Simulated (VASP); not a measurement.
Band structure of GaAs (space group P6_3mc). Level of theory: r2SCAN meta-GGA, VASP's PBE PAW potentials (set 64) (plane waves; VASP 6.6.1).

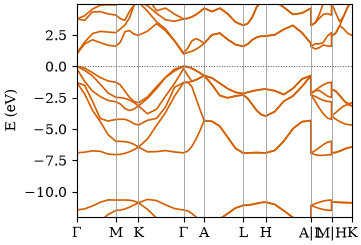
Figure: Bands along high-symmetry lines, zero at the valence-band maximum or, without a gap, the Fermi level

Question: Read the plot: is there a gap, and where are the band edges?

Answer: The gap is direct, 0.97 eV, from the valence maximum at Γ to the conduction minimum at Γ.

The structure comes from a computed database's GaAs entry (P6_3mc); how it stands against other phases isn't given here. It was relaxed first.
